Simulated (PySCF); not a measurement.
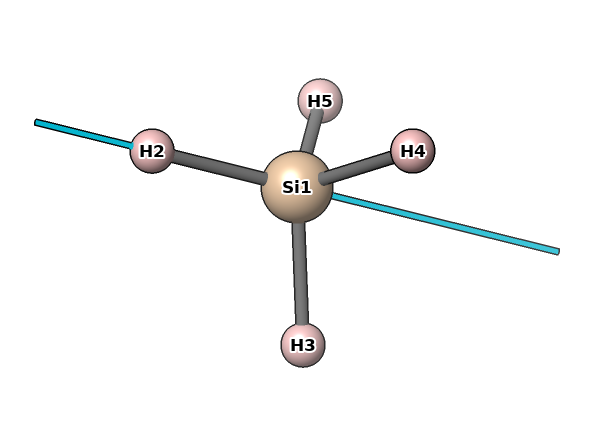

A line through the centre of mass is drawn in. Atoms fade into the background with distance from the viewer. The computed structure is the end point of a PBE0-D3(BJ)/def2-SVP optimisation. No frequency run is at hand to confirm it as a minimum.

Question: Is the line a proper rotation axis of the structure, and of what order?

Answer: Yes, a C3 axis. A turn by 120° leaves Si1, H2 in place and moves H3 → H5 → H4 → H3. The point group is Td.
